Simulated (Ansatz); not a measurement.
## Run report: GaOF2 (charge −1), molecular dynamics (part 1 of 2)

GaOF2, charge −1, computed with RKS PBE0-D4/def2-SVPD (Ansatz 0.2.0).

Figures and captions count atoms from 1; the log counts them from 0 in places.

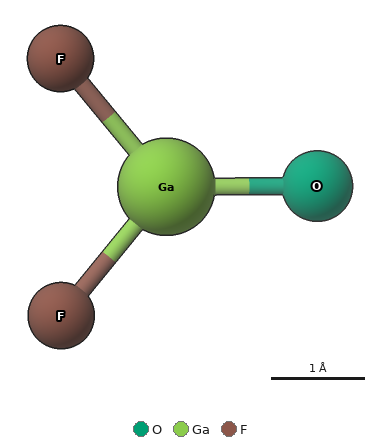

The starting structure (ball-and-stick view, seen on its broad side). Sticks mark near contacts. Bond lengths as drawn: F–Ga 1.81 Å and Ga–O 1.65 Å.

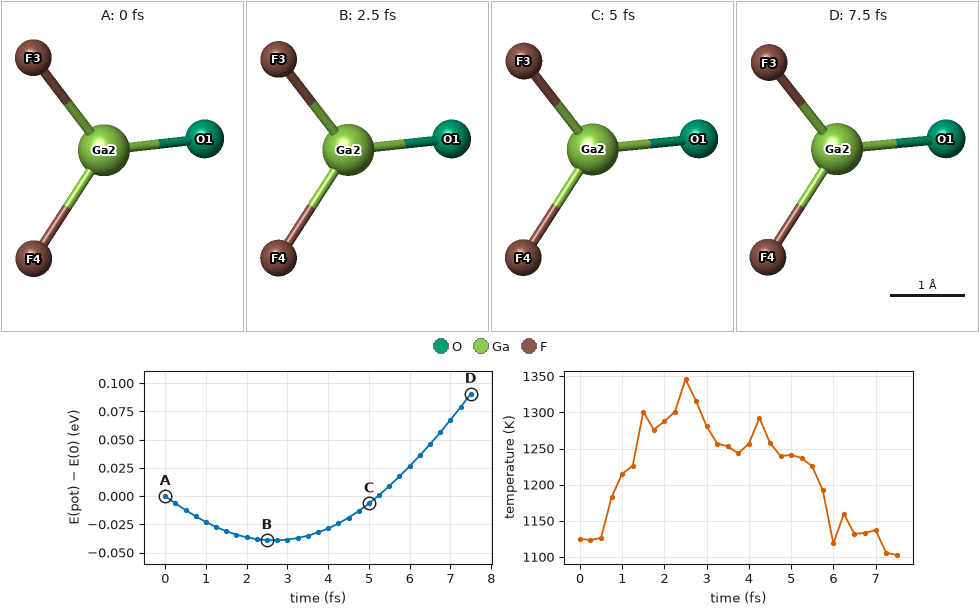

Frames of the molecular dynamics (ball-and-stick, seen at a tilt) above the curves, on which the letters mark them. The trajectory kept here has 31 frames over 7.5 fs. The temperature starts at 1125 K, ranges from 1103 to 1346 K and averages 1192 K over the second half. The potential energy ends 0.091 eV above its first value. After an unweighted best fit of the last frame on the first, the root-mean-square displacement is 0.06 Å.

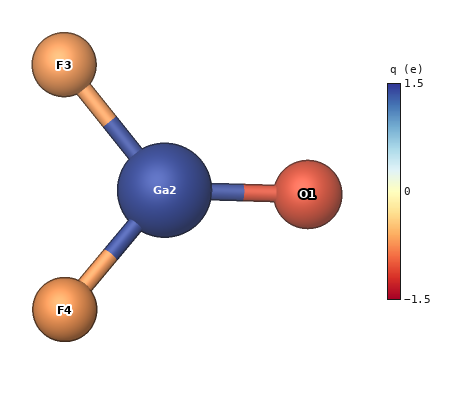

Mulliken charges, as the colour of each atom (ball-and-stick view, seen at a tilt; atoms are numbered from 1 in the order of the input). By element: O −1.05, Ga +1.39 and F −0.68 to −0.67 e.

The input and output of the run follow.

The input:
```yaml
crystal:
  periodic: [false, false, false]
  atoms:
    - {symbol: O, position_ang: [-1.544190, -0.505520, 0.798320]}
    - {symbol: Ga, position_ang: [-0.140370, -0.045850, 0.071220]}
    - {symbol: F, position_ang: [1.544440, -0.655830, 0.331870]}
    - {symbol: F, position_ang: [0.140120, 1.207200, -1.201400]}
basis:
  gaussian: {orbitals: def2-SVPD}
total_charge: -1
hamiltonian: {xc: pbe0, dispersion: d4}
md: {n_steps: 30, timestep: 0.25, temperature: 1500, ensemble: nvt_langevin, seed: 751, friction: 0.002, initial_velocities: maxwell_boltzmann}
```

Run as:
```bash
ansatz run in.yaml --threads 1 --pin off --events-out ev --progress --plain --max-ram 4352MiB
```

The program's output:
```
Functional definition: PBE0
  name "PBE0"
  cite "Adamo & Barone, J. Chem. Phys. 110, 6158 (1999) doi:10.1063/1.478522"
  cite "Perdew, Burke & Ernzerhof, Phys. Rev. Lett. 77, 3865 (1996) doi:10.1103/PhysRevLett.77.3865"
  parent pbe
  parameter a = 0.25
  parameter kappa = 0.804
  parameter beta = 0.06672455060314922
  exchange = (1 - a)*pbe_x(kappa = kappa, mu = beta*pi^2/3) + a*exact_x
  correlation = pbe_c(beta = beta)
1074 factors; integrals over basis functions are off by at most 2.4e-4 eV
mean field evaluation 1: about -59831.5396 eV, gradient 5.0e1 eV
mean field evaluation 2: about -59766.3437 eV, gradient 1.7e2 eV
mean field evaluation 4: about -59836.3131 eV, gradient 1.2e1 eV
mean field evaluation 8: about -59836.5088 eV, gradient 2.0e-1 eV
mean field -59836.50889660 eV, -2198.9511433077 hartree, gradient 4.3e-5 eV, S^2 0.000000; 0 other end points of the search recorded, 0 dependent functions left out
the calculation of the forces begins
reference -59836.50892846 eV, -2198.9511444784 hartree; 29, 29 occupied and 78, 78 virtual orbitals, 1074 factors
md step     0: t =     0.00 fs  T =  1125.0 K  F+E_penalty+E_count = -59836.56858969 eV  E_kin = 0.581670 eV  (26 SCF iters)
these checks for a lower state are left out or cut short: starts, cluster_reference, orbital_swaps, neighbouring_geometries, increment
1074 factors; integrals over basis functions are off by at most 2.5e-4 eV
mean field evaluation 16: about -59836.5164 eV, gradient 4.7e-1 eV
mean field -59836.51526379 eV, -2198.9513772975 hartree, gradient 2.9e-5 eV, S^2 0.000000; 0 other end points of the search recorded, 0 dependent functions left out
the calculation of the forces begins
reference -59836.51529563 eV, -2198.9513784677 hartree; 29, 29 occupied and 78, 78 virtual orbitals, 1074 factors
md step     1: t =     0.25 fs  T =  1123.5 K  F+E_penalty+E_count = -59836.57494602 eV  E_kin = 0.580900 eV  (29 SCF iters)
[... from here on the SCF iterations and repeated set-up lines of each step are left out, up to the last step ...]
md step     2: t =     0.50 fs  T =  1126.5 K  F+E_penalty+E_count = -59836.58087195 eV  E_kin = 0.582471 eV  (29 SCF iters)
md step     3: t =     0.75 fs  T =  1182.5 K  F+E_penalty+E_count = -59836.58641137 eV  E_kin = 0.611391 eV  (29 SCF iters)
md step     4: t =     1.00 fs  T =  1215.0 K  F+E_penalty+E_count = -59836.59147544 eV  E_kin = 0.628229 eV  (29 SCF iters)
md step     5: t =     1.25 fs  T =  1226.1 K  F+E_penalty+E_count = -59836.59587082 eV  E_kin = 0.633945 eV  (29 SCF iters)
md step     6: t =     1.50 fs  T =  1300.8 K  F+E_penalty+E_count = -59836.59963395 eV  E_kin = 0.672586 eV  (29 SCF iters)
md step     7: t =     1.75 fs  T =  1276.0 K  F+E_penalty+E_count = -59836.60270207 eV  E_kin = 0.659767 eV  (29 SCF iters)
md step     8: t =     2.00 fs  T =  1287.7 K  F+E_penalty+E_count = -59836.60504283 eV  E_kin = 0.665791 eV  (29 SCF iters)
md step     9: t =     2.25 fs  T =  1300.9 K  F+E_penalty+E_count = -59836.60667196 eV  E_kin = 0.672640 eV  (29 SCF iters)
md step    10: t =     2.50 fs  T =  1345.8 K  F+E_penalty+E_count = -59836.60755094 eV  E_kin = 0.695832 eV  (29 SCF iters)
md step    11: t =     2.75 fs  T =  1316.0 K  F+E_penalty+E_count = -59836.60766203 eV  E_kin = 0.680429 eV  (28 SCF iters)
md step    12: t =     3.00 fs  T =  1280.7 K  F+E_penalty+E_count = -59836.60703857 eV  E_kin = 0.662157 eV  (29 SCF iters)
md step    13: t =     3.25 fs  T =  1257.0 K  F+E_penalty+E_count = -59836.60567872 eV  E_kin = 0.649903 eV  (29 SCF iters)
md step    14: t =     3.50 fs  T =  1253.0 K  F+E_penalty+E_count = -59836.60357510 eV  E_kin = 0.647868 eV  (29 SCF iters)
md step    15: t =     3.75 fs  T =  1243.3 K  F+E_penalty+E_count = -59836.60072142 eV  E_kin = 0.642859 eV  (29 SCF iters)
md step    16: t =     4.00 fs  T =  1256.7 K  F+E_penalty+E_count = -59836.59713765 eV  E_kin = 0.649745 eV  (29 SCF iters)
md step    17: t =     4.25 fs  T =  1292.2 K  F+E_penalty+E_count = -59836.59278302 eV  E_kin = 0.668109 eV  (29 SCF iters)
md step    18: t =     4.50 fs  T =  1257.9 K  F+E_penalty+E_count = -59836.58761990 eV  E_kin = 0.650404 eV  (27 SCF iters)
md step    19: t =     4.75 fs  T =  1239.6 K  F+E_penalty+E_count = -59836.58172955 eV  E_kin = 0.640936 eV  (28 SCF iters)
md step    20: t =     5.00 fs  T =  1241.2 K  F+E_penalty+E_count = -59836.57506864 eV  E_kin = 0.641727 eV  (29 SCF iters)
md step    21: t =     5.25 fs  T =  1236.9 K  F+E_penalty+E_count = -59836.56767058 eV  E_kin = 0.639523 eV  (29 SCF iters)
md step    22: t =     5.50 fs  T =  1225.3 K  F+E_penalty+E_count = -59836.55961882 eV  E_kin = 0.633539 eV  (36 SCF iters)
md step    23: t =     5.75 fs  T =  1192.4 K  F+E_penalty+E_count = -59836.55099750 eV  E_kin = 0.616536 eV  (36 SCF iters)
md step    24: t =     6.00 fs  T =  1118.7 K  F+E_penalty+E_count = -59836.54199058 eV  E_kin = 0.578397 eV  (36 SCF iters)
md step    25: t =     6.25 fs  T =  1159.4 K  F+E_penalty+E_count = -59836.53255066 eV  E_kin = 0.599445 eV  (36 SCF iters)
md step    26: t =     6.50 fs  T =  1132.1 K  F+E_penalty+E_count = -59836.52257618 eV  E_kin = 0.585353 eV  (36 SCF iters)
md step    27: t =     6.75 fs  T =  1133.1 K  F+E_penalty+E_count = -59836.51211348 eV  E_kin = 0.585843 eV  (36 SCF iters)
md step    28: t =     7.00 fs  T =  1137.3 K  F+E_penalty+E_count = -59836.50113498 eV  E_kin = 0.588032 eV  (36 SCF iters)
md step    29: t =     7.25 fs  T =  1105.9 K  F+E_penalty+E_count = -59836.48970139 eV  E_kin = 0.571795 eV  (36 SCF iters)
these checks for a lower state are left out or cut short: starts, cluster_reference, orbital_swaps, neighbouring_geometries, increment
1074 factors; integrals over basis functions are off by at most 3.6e-4 eV
mean field -59836.41894981 eV, -2198.9478378240 hartree, gradient 2.0e-5 eV, S^2 0.000000; 0 other end points of the search recorded, 0 dependent functions left out
the calculation of the forces begins
reference -59836.41898122 eV, -2198.9478389784 hartree; 29, 29 occupied and 78, 78 virtual orbitals, 1074 factors
1074 factors; integrals over basis functions are off by at most 3.6e-4 eV
mean field -59836.41894981 eV, -2198.9478378240 hartree, gradient 2.0e-5 eV, S^2 0.000000; 1 other end points of the search recorded, 0 dependent functions left out
the calculation of the forces begins
reference -59836.41898122 eV, -2198.9478389784 hartree; 29, 29 occupied and 78, 78 virtual orbitals, 1074 factors
md step    30: t =     7.50 fs  T =  1102.8 K  F+E_penalty+E_count = -59836.47804504 eV  E_kin = 0.570209 eV  (29 SCF iters)
Total energy: -59836.47807646 eV, -2198.9500106882 hartree
Atom 0 at    -1.670249    -0.518135     0.760957 Å, force     1.602327     0.440239    -0.747411 eV/Å
Atom 1 at    -0.118748    -0.055819     0.056913 Å, force    -3.529156     0.085695     0.643850 eV/Å
Atom 2 at     1.478949    -0.641006     0.343434 Å, force     1.877270    -0.728055     0.329651 eV/Å
Atom 3 at     0.233574     1.241651    -1.140675 Å, force     0.049560     0.202121    -0.226090 eV/Å
Dipole moment:     0.623686     0.111925    -0.241409 e Å
```

Trajectory as extended XYZ (Å, eV, eV/Å), 31 frames, from step=0 to step=30:
```
4
Properties=species:S:1:pos:R:3:forces:R:3 step=0 time_fs=0.0 energy=-59836.56859 temperature=1125.0
O    -1.5442   -0.5055    0.7983   -1.8286  -0.6005   0.9452
Ga   -0.1404   -0.0459    0.0712    1.6203   0.5026  -0.8039
F     1.5444   -0.6558    0.3319    0.0926   0.0416  -0.0613
F     0.1401    1.2072   -1.2014    0.1156   0.0563  -0.0800
4
Properties=species:S:1:pos:R:3:forces:R:3 step=1 time_fs=0.2 energy=-59836.57495 temperature=1123.5
O    -1.5479   -0.5057    0.7969   -1.7098  -0.5610   0.8792
Ga   -0.1397   -0.0462    0.0709    1.4548   0.4763  -0.7397
F     1.5420   -0.6556    0.3323    0.1407   0.0210  -0.0517
F     0.1432    1.2083   -1.1992    0.1143   0.0637  -0.0878
4
Properties=species:S:1:pos:R:3:forces:R:3 step=2 time_fs=0.5 energy=-59836.58087 temperature=1126.5
O    -1.5516   -0.5058    0.7956   -1.5886  -0.5209   0.8126
Ga   -0.1391   -0.0464    0.0705    1.2851   0.4485  -0.6737
F     1.5396   -0.6553    0.3328    0.1901  -0.0001  -0.0418
F     0.1463    1.2093   -1.1970    0.1134   0.0725  -0.0971
4
Properties=species:S:1:pos:R:3:forces:R:3 step=3 time_fs=0.8 energy=-59836.58641 temperature=1182.5
O    -1.5555   -0.5058    0.7944   -1.4634  -0.4797   0.7444
Ga   -0.1384   -0.0466    0.0701    1.1091   0.4205  -0.6065
F     1.5371   -0.6549    0.3333    0.2419  -0.0222  -0.0315
F     0.1494    1.2102   -1.1949    0.1124   0.0814  -0.1064
4
Properties=species:S:1:pos:R:3:forces:R:3 step=4 time_fs=1.0 energy=-59836.59148 temperature=1215.0
O    -1.5594   -0.5060    0.7931   -1.3348  -0.4377   0.6751
Ga   -0.1377   -0.0468    0.0697    0.9280   0.3927  -0.5389
F     1.5346   -0.6545    0.3338    0.2956  -0.0450  -0.0208
F     0.1525    1.2113   -1.1927    0.1112   0.0901  -0.1153
4
Properties=species:S:1:pos:R:3:forces:R:3 step=5 time_fs=1.2 energy=-59836.59587 temperature=1226.1
O    -1.5634   -0.5062    0.7917   -1.2067  -0.3962   0.6065
Ga   -0.1370   -0.0470    0.0692    0.7460   0.3656  -0.4726
F     1.5322   -0.6541    0.3342    0.3505  -0.0684  -0.0097
F     0.1557    1.2123   -1.1906    0.1102   0.0989  -0.1242
4
Properties=species:S:1:pos:R:3:forces:R:3 step=6 time_fs=1.5 energy=-59836.59963 temperature=1300.8
O    -1.5675   -0.5065    0.7902   -1.0775  -0.3546   0.5381
Ga   -0.1362   -0.0472    0.0688    0.5617   0.3397  -0.4075
F     1.5297   -0.6536    0.3346    0.4070  -0.0924   0.0020
F     0.1589    1.2134   -1.1885    0.1089   0.1074  -0.1326
```
